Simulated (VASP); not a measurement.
Band structure of KIO3 (space group R3m). Calculation: LDA (Ceperley-Alder, Perdew-Zunger), VASP's LDA PAW potentials (set 64) (plane waves; VASP).

Unless said otherwise, spin-orbit coupling is left out, though it shifts the bands of the heavy elements here.

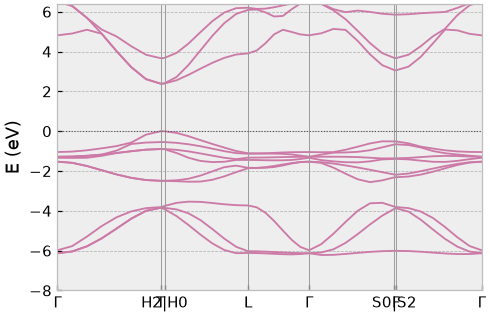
Figure: Bands along high-symmetry lines, zero at the valence-band maximum or, without a gap, the Fermi level

Problem. Read the plot: is there a gap, and where are the band edges?

Solution. The gap is direct, 2.39 eV, from the valence maximum at T to the conduction minimum at T.

The structure comes from a computed database's KIO3 entry (R3m); how it stands against other phases isn't given here. The cell was not relaxed at this level.
